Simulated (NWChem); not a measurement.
# HNO (nitroxyl): wB97X-D3/pcseg-2 (density fitting with weigend coulomb fitting, COSMO-KS water)

What is the energy change on altering one bond length of HNO (nitroxyl) at wB97X-D3/pcseg-2 (density fitting with weigend coulomb fitting, COSMO-KS water)? 

Program for the calculation: NWChem 7.3.0.

2 further runs of the same task are left out: 2 set aside as unsound or not needed.

**1. Starting point**

The species is HNO (3 atoms), meant as a singlet with charge 0. As SMILES, `N=O`. Geometry: relaxed at GFN2-xTB.

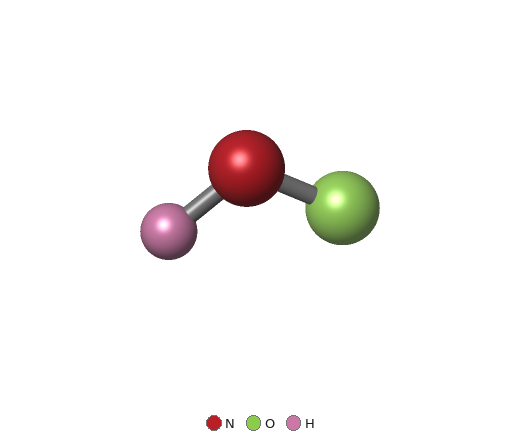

Viewed from a chosen angle; nitrogen red, oxygen green, hydrogen pink.

**2. Energy and one-electron properties at wB97X-D3/pcseg-2 (density fitting with weigend coulomb fitting, COSMO-KS water)**

Contents of input.xyz:

```xyz
3

N     -0.275940     0.297220    -0.114780
O      0.768580     0.418030     0.466150
H     -0.492640    -0.715240    -0.351380
```

Contents of input.nw:

```
START input
memory total 2200 mb

GEOMETRY noautosym nocenter noautoz
  load input.xyz
END

BASIS spherical
  N library pcseg-2
  O library pcseg-2
  H library pcseg-2
END

BASIS "cd basis" spherical
  N library "weigend coulomb fitting"
  O library "weigend coulomb fitting"
  H library "weigend coulomb fitting"
END

COSMO
  solvent water
  do_cosmo_ks true
END

DFT
  xc wb97x-d3
  mult 1
  grid medium
  mulliken
  print low
END

PROPERTY
  efieldgrad
  quadrupole
  octupole
END

TASK dft property
```

Command:

```console
$ nwchem input.nw > input.out
```

The log of the run:

```text
[...]
 d= 0,ls=0.0,diis     1   -130.4307702581 -1.61D+02  7.87D-03  5.86D-01     2.5
[...]
 d= 0,ls=0.0,diis     7   -130.4945868913 -9.60D-08  6.78D-06  2.18D-08    35.8
         Total DFT energy =     -130.494586891328
      One electron energy =     -238.142882869458
           Coulomb energy =       92.933984016133
    Exchange-Corr. energy =      -15.714580599755
 Nuclear repulsion energy =       30.405128871233
    Dispersion correction =       -0.000016663515
[...]
      Total Density - Mulliken Population Analysis
     ---------------------------------------------
    Atom       Charge   Shell Charges
 -----------   ------   -------------------------------------------------------
    1 N    7     6.96   2.00  0.64  0.76  0.29  1.47  1.40  0.31  0.01  0.07  0.01
    2 O    8     8.24   2.00  0.64  0.88  0.35  1.96  1.86  0.50  0.01  0.04  0.01
    3 H    1     0.80   0.41  0.33  0.01  0.01  0.03  0.00
[...]
```

Wall time 37 s (1 thread of Intel Xeon Platinum 8259CL at 2.50GHz (Skylake/Cascade Lake), shared host); peak memory 0.11 GiB.

Atomic charges (e):

```csv
atom,Mulliken,Löwdin
N1,+0.040,+0.060
O2,-0.240,-0.060
H3,+0.200,+0.000
```

**3. The distorted shape at the same level**

Contents of input.nw:

```
start input
memory total 2200 mb
geometry units bohr noautosym nocenter noautoz
   N     -0.41907511     1.03998243    -0.10512546
   O      1.55478162     1.26828024     0.99267313
   H     -0.93095468    -1.35160771    -0.66401197
end
basis spherical
   * library pcseg-2
end
basis "cd basis" spherical
   * library "weigend coulomb fitting"
end
cosmo
   solvent water
   do_cosmo_ks true
end
dft
   xc wb97x-d3
   grid medium
   mulliken
end
property
   efieldgrad
   quadrupole
   octupole
end
task dft property
```

Command:

```console
$ nwchem input.nw > input.out
```

The log of the run:

```text
[...]
          Wavefunction type:  closed shell.
          No. of atoms     :     3
          No. of electrons :    16
[...]
          Charge           :     0
          Spin multiplicity:     1
[...]
          AO basis - number of functions:    74
[...]
              XC Information
              --------------
                    wb97x-d3  Method XC Functional
                     Hartree-Fock (Exact) Exchange  1.000
                      wb97x-d3 Exchange Functional  1.000
                   wb97x-d3 Correlation Functional  1.000
[...]
 d= 0,ls=0.0,diis     1   -130.3963101031 -1.60D+02  8.76D-03  6.81D-01     2.6
[...]
 d= 0,ls=0.0,diis     8   -130.4676991528  6.85D-09  8.97D-07  1.07D-09    39.4
         Total DFT energy =     -130.467699152849
      One electron energy =     -236.267169009909
           Coulomb energy =       91.915888447689
    Exchange-Corr. energy =      -15.617753193415
 Nuclear repulsion energy =       29.472031782702
    Dispersion correction =       -0.000043567153
[...]
      Total Density - Mulliken Population Analysis
     ---------------------------------------------
    Atom       Charge   Shell Charges
 -----------   ------   -------------------------------------------------------
    1 N    7     6.96   2.00  0.65  0.81  0.30  1.40  1.39  0.33  0.01  0.07  0.01
    2 O    8     8.20   2.00  0.64  0.89  0.34  1.95  1.85  0.47  0.01  0.04  0.01
    3 H    1     0.84   0.33  0.43  0.06  0.00  0.02  0.00
[...]
```

It took 40 s on 1 thread of Intel Xeon Platinum 8259CL at 2.50GHz (Skylake/Cascade Lake), shared host; peak memory 0.11 GiB.

Atomic charges (e):

```csv
atom,Mulliken,Löwdin
N1,+0.040,-0.010
O2,-0.200,-0.060
H3,+0.160,+0.070
```

**4. Outcome**

Level: wB97X-D3/pcseg-2 (density fitting with weigend coulomb fitting, COSMO-KS water).

```
                                                         quantity          value
                                        first shape: total energy  -130.49459 Eh
                                   first shape: dispersion energy   -0.04 kJ/mol
                          first shape: solvent term in the energy   -18.0 kJ/mol
                                    distorted shape: total energy  -130.46770 Eh
                                   distorted shape: dipole moment         1.77 D
                                     distorted shape: HOMO energy       -9.35 eV
                                     distorted shape: LUMO energy       -0.63 eV
                                   distorted shape: HOMO–LUMO gap        8.72 eV
                               distorted shape: dispersion energy   -0.11 kJ/mol
                      distorted shape: solvent term in the energy    -9.6 kJ/mol
energy change with the N1–H3 bond stretched from 1.062 to 1.328 Å       0.732 eV
```

**Reading.** With the N1–H3 bond stretched from 1.062 to 1.328 Å the energy rises by 0.73 eV (16.9 kcal/mol). The first shape isn't relaxed at this level, so the change isn't measured from a minimum.
